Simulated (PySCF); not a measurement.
# BH2Br (SMILES BBr): B3LYP/STO-3G

Aim: the vertical ionisation energy of BH2Br at B3LYP/STO-3G, from 2 runs. Input form: a Python script.

The results are computed with PySCF 2.14.0.

5 further runs of the same task are left out: 5 set aside as unsound or not needed.

### Step 1. Starting point

BH2Br has 4 atoms, charge 0, and is taken as a singlet. SMILES: `BBr`. Geometry: relaxed at PBE0-D4/def2-TZVP.

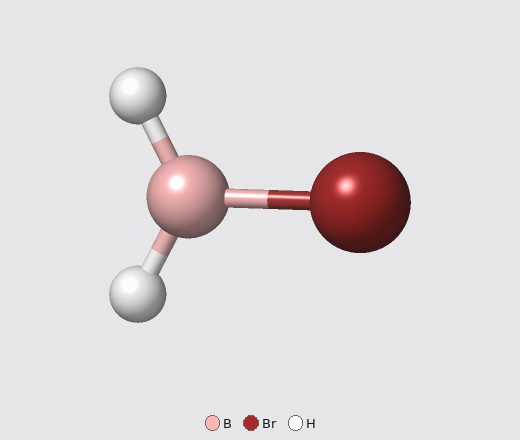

Viewed from a chosen angle; boron pink, bromine red, hydrogen white.

### Step 2. A single-point energy at B3LYP/STO-3G

calc.py

```python
from pyscf import gto, dft

mol = gto.M(
    atom='''
B     -0.290829     0.047243    -0.183114
Br     2.778086    -0.686726     1.494395
H     -2.099864    -1.166528     0.362260
H     -0.282514     1.692061    -1.711903
''',
    unit='bohr',
    max_memory=1860,
    charge=0,
    basis='sto-3g',
    verbose=4,
    spin=0,
)

mf = dft.RKS(mol)
mf.xc = 'b3lyp'
mf.conv_tol = 1e-10
mf.grids.level = 5
mf.kernel()
if not mf.converged:
    mf = mf.newton().run(mf.mo_coeff, mf.mo_occ)

etot = mf.e_tot
print('E = %.10f Eh' % etot)
```

Started as:

```
$ OMP_NUM_THREADS=1 python calc.py
```

What it wrote:

```text
PySCF version 2.14.0

[INPUT] num. atoms = 4
[INPUT] num. electrons = 42
[INPUT] charge = 0
[INPUT] spin (= nelec alpha-beta = 2S) = 0
[INPUT] symmetry False subgroup None
[INPUT] Mole.unit = bohr
[INPUT] Symbol           X                Y                Z      unit          X                Y                Z       unit  Magmom
[INPUT]  1 B     -0.153900079075   0.024999918975  -0.096899755800 AA   -0.290829000000   0.047243000000  -0.183114000000 Bohr   0.0
[INPUT]  2 Br     1.470099801176  -0.363399749346   0.790799778113 AA    2.778086000000  -0.686726000000   1.494395000000 Bohr   0.0
[INPUT]  3 H     -1.111200174831  -0.617300033500   0.191699736428 AA   -2.099864000000  -1.166528000000   0.362260000000 Bohr   0.0
[INPUT]  4 H     -0.149499970566   0.895400120687  -0.905900054906 AA   -0.282514000000   1.692061000000  -1.711903000000 Bohr   0.0

nuclear repulsion = 67.5893368854528
number of shells = 13
number of NR pGTOs = 75
number of NR cGTOs = 25
basis = sto-3g
ecp = {}

******** <class 'pyscf.dft.rks.RKS'> ********
method = RKS
initial guess = minao
damping factor = 0
level_shift factor = 0
DIIS = <class 'pyscf.scf.diis.CDIIS'>
diis_start_cycle = 1
diis_space = 8
diis_damp = 0
SCF conv_tol = 1e-10
SCF conv_tol_grad = None
SCF max_cycles = 50
direct_scf = True
direct_scf_tol = 1e-13
XC library pyscf.dft.libxc version 7.0.0
    S. Lehtola, C. Steigemann, M. J.T. Oliveira, and M. A.L. Marques.,  SoftwareX 7, 1–5 (2018)
XC functionals = b3lyp
    P. J. Stephens, F. J. Devlin, C. F. Chabalowski, and M. J. Frisch.,  J. Phys. Chem. 98, 11623 (1994)
radial grids:
    Treutler-Ahlrichs [JCP 102, 346 (1995); DOI:10.1063/1.469408] (M4) radial grids

becke partition: Becke, JCP 88, 2547 (1988); DOI:10.1063/1.454033
pruning grids: <function nwchem_prune>
grids dens level: 5
symmetrized grids: False
atomic radii adjust function: <function treutler_atomic_radii_adjust>
small_rho_cutoff = 0
Set gradient conv threshold to 1e-05
Initial guess from minao.
tot grids = 134976
init E= -2568.22291132907
  HOMO = -0.431080368100885  LUMO = -0.140663401627007  gap/eV = 7.90265
cycle= 1 E= -2571.67809676338  delta_E= -3.46  |g|= 0.344  |ddm|= 2.13
  HOMO = -0.132446552327845  LUMO = -0.0300906293270917  gap/eV = 2.78525
cycle= 2 E= -2571.55364776103  delta_E= 0.124  |g|= 0.687  |ddm|= 1.87
  HOMO = -0.192127627128708  LUMO = 0.0293534050430135  gap/eV = 6.02681
cycle= 3 E= -2571.74921398295  delta_E= -0.196  |g|= 0.0102  |ddm|= 1.12
  HOMO = -0.199595870424776  LUMO = 0.0305250954126602  gap/eV = 6.26191
cycle= 4 E= -2571.74927851873  delta_E= -6.45e-05  |g|= 0.00334  |ddm|= 0.034
  HOMO = -0.198326878874094  LUMO = 0.0311815195797985  gap/eV = 6.24524
cycle= 5 E= -2571.74928475603  delta_E= -6.24e-06  |g|= 0.000578  |ddm|= 0.0078
  HOMO = -0.19828058903969  LUMO = 0.0310674665947274  gap/eV = 6.24088
cycle= 6 E= -2571.74928490236  delta_E= -1.46e-07  |g|= 5.77e-05  |ddm|= 0.00112
  HOMO = -0.198261001759916  LUMO = 0.0310660013551246  gap/eV = 6.24031
cycle= 7 E= -2571.74928490395  delta_E= -1.59e-09  |g|= 1.13e-06  |ddm|= 0.000121
  HOMO = -0.198261219413021  LUMO = 0.0310657963401945  gap/eV = 6.24031
cycle= 8 E= -2571.74928490395  delta_E= 2.27e-12  |g|= 8.54e-08  |ddm|= 3.22e-06
  HOMO = -0.198261248844506  LUMO = 0.0310658290424065  gap/eV = 6.24031
Extra cycle  E= -2571.74928490395  delta_E= -3.64e-12  |g|= 9.82e-08  |ddm|= 3.38e-07
converged SCF energy = -2571.74928490395
E = -2571.7492849040 Eh
```

Wall time 2.8 s (1 thread of Intel Xeon 6975P-C (Granite Rapids), shared host); peak memory 0.22 GiB.

### Step 3. The doublet cation at the same level

run.py

```python
from pyscf import gto, dft

molecule = gto.M(
    atom='''
B     -0.290829     0.047243    -0.183114
Br     2.778086    -0.686726     1.494395
H     -2.099864    -1.166528     0.362260
H     -0.282514     1.692061    -1.711903
''',
    verbose=3,
    max_memory=1860,
    basis='sto-3g',
    spin=1,
    charge=1,
    unit='bohr',
)

mf = dft.UKS(molecule)
mf.xc = 'b3lyp'
mf.grids.level = 5
mf.conv_tol = 1e-10
mf.kernel()
if not mf.converged:
    mf = mf.newton().run(mf.mo_coeff, mf.mo_occ)

etot = mf.e_tot
print(f'total energy: {etot:.8f} hartree')
```

Started as:

```
$ OMP_NUM_THREADS=1 python run.py
```

What it wrote:

```text
WARN: HOMO -0.431080368100886 >= LUMO -0.431080368100887

converged SCF energy = -2571.41369503145  <S^2> = 0.75140669  2S+1 = 2.0014062
total energy: -2571.41369503 hartree
```

It took 3.9 s on 1 thread of Intel Xeon 6975P-C (Granite Rapids), shared host; peak memory 0.23 GiB.

### Step 4. Results

Level: B3LYP/STO-3G.

```
                                          quantity           value
                       singlet BH2Br: total energy  -2571.74928 Eh
                      singlet BH2Br: dipole moment          0.18 D
                        singlet BH2Br: HOMO energy        -5.39 eV
                        singlet BH2Br: LUMO energy         0.85 eV
                      singlet BH2Br: HOMO–LUMO gap         6.24 eV
                      doublet cation: total energy  -2571.41370 Eh
doublet cation: HOMO energy (highest over α and β)       -15.85 eV
 doublet cation: LUMO energy (lowest over α and β)       -12.77 eV
                              doublet cation: ⟨S²⟩           0.751
vertical ionisation energy (to the doublet cation)        9.132 eV
```

**Reading.** Removing an electron at fixed nuclei costs 9.13 eV (211 kcal/mol). −ε(HOMO) before ionisation, 5.39 eV, is 3.74 eV below this ionisation energy. In a minimal basis such a difference can be off by several eV, whatever the method. Mulliken charges (doublet cation) run from +0.10 on H3 to +0.63 on Br2.
